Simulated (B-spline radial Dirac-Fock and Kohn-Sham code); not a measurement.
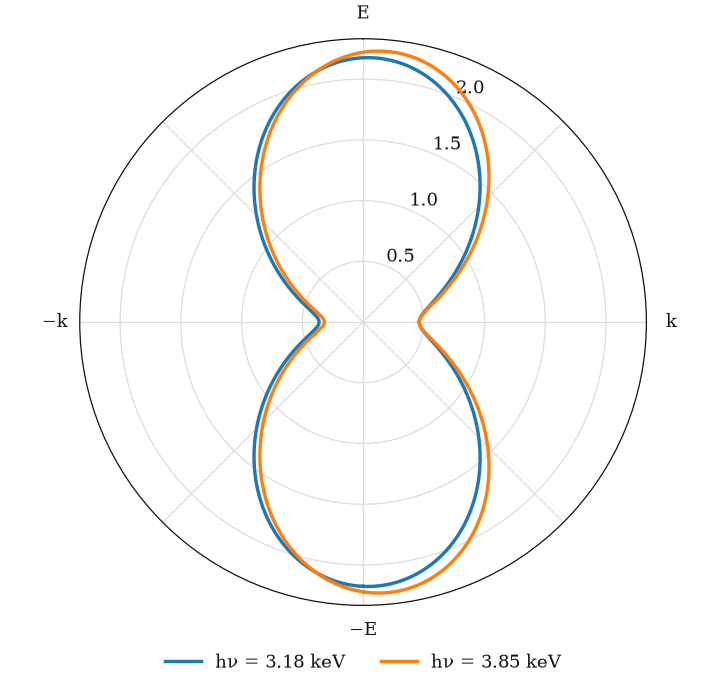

Fig. 1. Angular distribution of photoelectrons from M5 (3d5/2) in the plane of the polarisation E (up) and the photon direction k (right), relative to an isotropic one. System: hafnium in charge state +2 (Hf²⁺). Computed with a B-spline radial code: a Dirac–Hartree–Slater potential; 1 + βP₂(cos θ) + (δ + γ cos²θ) sin θ cos φ with E1 and E1–E2 terms. Open shells are averaged over j.

What can be read from it?

At 3.18 keV, β = 1.176, γ = 0.051 and δ = 0.050. At 3.85 keV, β = 1.221, γ = 0.270 and δ = 0.071. At 3.85 keV the emission 45° forward of E is 1.3 times that 45° backward, and the lobe peaks 5.0° from E towards k.
